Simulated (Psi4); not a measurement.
# CF2 (SMILES F[C]F): CCSD/def2-TZVPP

What is the energy change on altering one bond length of CF2 at CCSD/def2-TZVPP? 

The calculation is run with Psi4 1.11.

2 further runs of the same task are left out: 2 set aside as unsound or not needed.

## Step 1: The structure to begin with

CF2 has 3 atoms, charge 0, and is taken as a singlet. As SMILES, `F[C]F`. Geometry: relaxed at PBE0-D4/def2-TZVP.

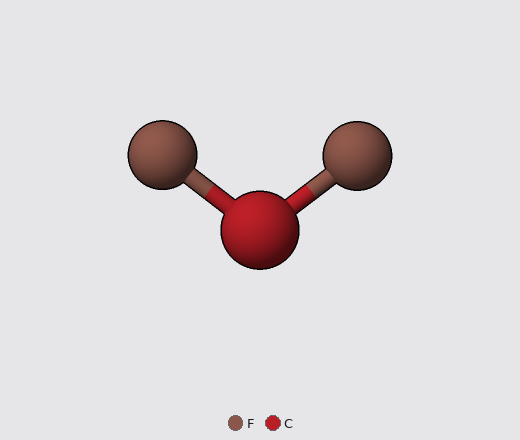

Viewed from a chosen angle; fluorine brown, carbon red.

## Step 2: The energy at CCSD/def2-TZVPP

cf2.xyz reads:

```xyz
3
CF2
F      0.316310     0.971410     0.281600
C      0.382340    -0.318520     0.175150
F     -0.698640    -0.652890    -0.456750
```

cf2_ase.py reads:

```python
import numpy as np
from ase.calculators.psi4 import Psi4
from ase.io import read

atoms = read('cf2.xyz')
calc = Psi4(atoms=atoms, method='ccsd', basis='def2-TZVPP', memory='2200MB', num_threads=1, charge=0, multiplicity=1, label='calc', reference='rhf')
calc.psi4.set_options({'puream': True, 'e_convergence': 1e-09, 'd_convergence': 1e-08, 'scf_type': 'pk', 'num_frozen_docc': 3})
atoms.calc = calc

print(f'energy: {atoms.get_potential_energy():.6f} eV')
```

Run with:

```console
$ python cf2_ase.py
```

calc.dat, cut to the lines that bear on the results:

```text
[...]
  Running in c1 symmetry.
[...]
  Nuclear repulsion =   64.979424921358827
[...]
  Multiplicity = 1
[...]
  Nalpha       = 12
  Nbeta        = 12
[...]
    Number of basis functions: 93
[...]
   @RHF iter   1:  -236.72626588299693   -6.19319e-01   3.69464e-03 ADIIS/DIIS
[...]
   @RHF iter  10:  -236.76846817632509   -1.60583e-11   7.18114e-09 DIIS
[...]
    Orbital Energies [Eh]
    ---------------------
    Doubly Occupied:
       1A    -26.377889     2A    -26.377859     3A    -11.457234
       4A     -1.753842     5A     -1.670140     6A     -0.965306
       7A     -0.829534     8A     -0.802996     9A     -0.782551
      10A     -0.702255    11A     -0.688396    12A     -0.476683
[...]
  @RHF Final Energy:  -236.76846817632509
   => Energetics <=
    Nuclear Repulsion Energy =             64.9794249213588273
    One-Electron Energy =                -457.7264139674249463
    Two-Electron Energy =                 155.9785208697410326
    Total Energy =                       -236.7684681763250865
[...]
 Multipole Moments:
 ------------------------------------------------------------------------------------
     Multipole            Electronic (a.u.)      Nuclear  (a.u.)        Total (a.u.)
 ------------------------------------------------------------------------------------
 L = 1.  Multiply by 2.5417464519 to convert [e a0] to [Debye]
 Dipole X            :         -0.3641598            0.2597054           -0.1044543
 Dipole Y            :          0.3033855           -0.2163574            0.0870281
 Dipole Z            :         -0.1668221            0.1189721           -0.0478500
 Magnitude           :                                                    0.1441327
[...]
      * MP2 total energy                      = -237.397518002066221
[...]
      * CCSD total energy                     = -237.406503210567308
```

Standard output:

```text
energy: -6460.160004 eV
```

It took 20 s on 1 thread of Intel Xeon Platinum 8375C at 2.90GHz (Ice Lake), shared host; peak memory 0.86 GiB.

## Step 3: The distorted shape

cf2.json reads:

```json
{
  "schema_name": "qcschema_input",
  "schema_version": 1,
  "molecule": {
    "schema_name": "qcschema_molecule",
    "schema_version": 2,
    "symbols": ["F", "C", "F"],
    "geometry": [1.61911545, 2.15163272, 1.12920396, 1.74389407, -0.2859817, 0.92804261, -1.32023826, -1.23378329, -0.86313241],
    "molecular_charge": 0,
    "molecular_multiplicity": 1,
    "fix_symmetry": "c1"
  },
  "driver": "energy",
  "model": {
    "method": "ccsd",
    "basis": "def2-TZVPP"
  },
  "keywords": {
    "reference": "rhf",
    "puream": true,
    "e_convergence": 1e-09,
    "d_convergence": 1e-08,
    "scf_type": "pk",
    "num_frozen_docc": 3
  }
}
```

Run with:

```console
$ psi4 --qcschema cf2.json -n 1 --memory 2200MB
```

stdout, cut to the lines that bear on the results:

```text
[...]
  Running in c1 symmetry.
[...]
  Nuclear repulsion =   53.258360605316582
[...]
  Multiplicity = 1
[...]
  Nalpha       = 12
  Nbeta        = 12
[...]
    Number of basis functions: 93
[...]
   @RHF iter   1:  -236.50703413350067   -1.07445e+00   5.96887e-03 DIIS/ADIIS
[...]
   @RHF iter  14:  -236.64593752633169   -2.84217e-12   2.92958e-09 DIIS
[...]
    Orbital Energies [Eh]
    ---------------------
    Doubly Occupied:
       1A    -26.482911     2A    -26.214026     3A    -11.581044
       4A     -1.800365     5A     -1.447367     6A     -1.009645
       7A     -0.839536     8A     -0.826736     9A     -0.691753
      10A     -0.551901    11A     -0.549813    12A     -0.495395
[...]
  @RHF Final Energy:  -236.64593752633169
   => Energetics <=
    Nuclear Repulsion Energy =             53.2583606053165823
    One-Electron Energy =                -434.8276130279693916
    Two-Electron Energy =                 144.9233148963211306
    Total Energy =                       -236.6459375263316929
[...]
 Multipole Moments:
 ------------------------------------------------------------------------------------
     Multipole            Electronic (a.u.)      Nuclear  (a.u.)        Total (a.u.)
 ------------------------------------------------------------------------------------
 L = 1.  Multiply by 2.5417464519 to convert [e a0] to [Debye]
 Dipole X            :          1.1513149            0.4265926            1.5779075
 Dipole Y            :          0.9160104           -0.1793409            0.7366695
 Dipole Z            :          0.0000000            0.0000000            0.0000000
 Magnitude           :                                                    1.7414000
[...]
      * MP2 total energy                      = -237.301251418735035
[...]
      * CCSD total energy                     = -237.305064872822697
[...]
```

The result, in JSON:

```text
{
 "driver": "energy",
 "model": {
  "method": "ccsd",
  "basis": "def2-TZVPP"
 },
 "success": true,
 "return_result": -237.3050648728227,
 "properties": {
  "calcinfo_nbasis": 93,
  "calcinfo_nmo": 93,
  "calcinfo_nalpha": 12,
  "calcinfo_nbeta": 12,
  "calcinfo_natom": 3,
  "nuclear_repulsion_energy": 53.25836060531658,
  "return_energy": -237.3050648728227,
  "scf_one_electron_energy": -434.8276130279694,
  "scf_two_electron_energy": 144.92331489632113,
  "scf_dipole_moment": [1.5779074949149892, 0.736669524631094, 2.7428410123837626e-15],
  "scf_total_energy": -236.6459375263317,
  "scf_iterations": 14,
  "mp2_same_spin_correlation_energy": -0.16824992405053474,
  "mp2_opposite_spin_correlation_energy": -0.48706396835295085,
  "mp2_singles_energy": -6.303263114383324e-28,
  "mp2_doubles_energy": -0.6553138924034856,
  "mp2_correlation_energy": -0.6553138924034856,
  "mp2_total_energy": -237.30125141873503,
  "ccsd_same_spin_correlation_energy": -0.1462632142810002,
  "ccsd_opposite_spin_correlation_energy": -0.5128641322101548,
  "ccsd_singles_energy": 0.0,
  "ccsd_doubles_energy": -0.659127346491155,
  "ccsd_correlation_energy": -0.6591273464911551,
  "ccsd_total_energy": -237.3050648728227,
  "ccsd_iterations": 22
 }
}
```

It took 23 s on 1 thread of Intel Xeon Platinum 8375C at 2.90GHz (Ice Lake), shared host; peak memory 0.85 GiB.

## Step 4: Summary of results

At CCSD/def2-TZVPP, 3 core orbitals frozen:

```
                                                         quantity          value
                                        first shape: total energy  -237.40650 Eh
                 first shape: HOMO energy (Hartree–Fock orbitals)      -12.97 eV
                 first shape: LUMO energy (Hartree–Fock orbitals)        2.31 eV
               first shape: HOMO–LUMO gap (Hartree–Fock orbitals)       15.28 eV
         first shape: correlation energy (3 core orbitals frozen)     -638.0 mEh
                                       first shape: T1 diagnostic          0.017
                                    distorted shape: total energy  -237.30506 Eh
             distorted shape: HOMO energy (Hartree–Fock orbitals)      -13.48 eV
             distorted shape: LUMO energy (Hartree–Fock orbitals)       -0.28 eV
           distorted shape: HOMO–LUMO gap (Hartree–Fock orbitals)       13.20 eV
     distorted shape: correlation energy (3 core orbitals frozen)     -659.1 mEh
                                   distorted shape: T1 diagnostic          0.029
energy change with the C2–F3 bond stretched from 1.296 to 1.944 Å       2.760 eV
```

With the C2–F3 bond stretched from 1.296 to 1.944 Å the energy rises by 2.76 eV (64 kcal/mol). The first shape isn't relaxed at this level, so the change isn't measured from a minimum. The T1 diagnostic (distorted shape) of 0.029 is above the customary mark for such species, so a single reference may not serve.
